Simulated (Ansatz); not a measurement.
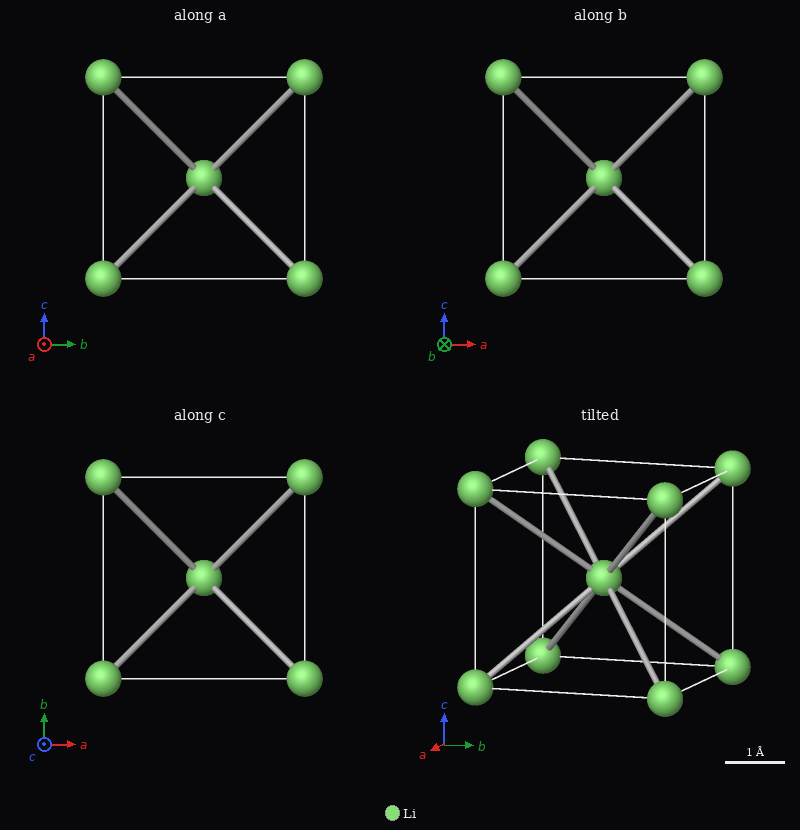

View along the a axis, along the b axis, along the c axis and slightly off an axis, drawn as a ball-and-stick model. The conventional unit cell is outlined; an atom on or near a face, edge or corner is repeated at each equivalent position.

Lattice parameters: a = 3.4407 Å, b = 3.4407 Å, c = 3.4407 Å, α = 90.000°, β = 90.000°, γ = 90.000°.

**From the views, write a CIF with its space group and independent sites.**

```cif
data_structure
_symmetry_space_group_name_H-M 'I m -3 m'
_symmetry_Int_Tables_number 229
_cell_length_a 3.4407
_cell_length_b 3.4407
_cell_length_c 3.4407
_cell_angle_alpha 90.000
_cell_angle_beta 90.000
_cell_angle_gamma 90.000
_cell_volume 40.73
loop_
_atom_site_label
_atom_site_type_symbol
_atom_site_symmetry_multiplicity
_atom_site_Wyckoff_symbol
_atom_site_fract_x
_atom_site_fract_y
_atom_site_fract_z
_atom_site_occupancy
Li1 Li 2 a 0.0000 0.0000 0.0000 1
```

Origin of the cell: the standard structure of this element. Earlier steps of the study may have refined or changed the cell and positions. It was run through Ansatz as a DFT input.
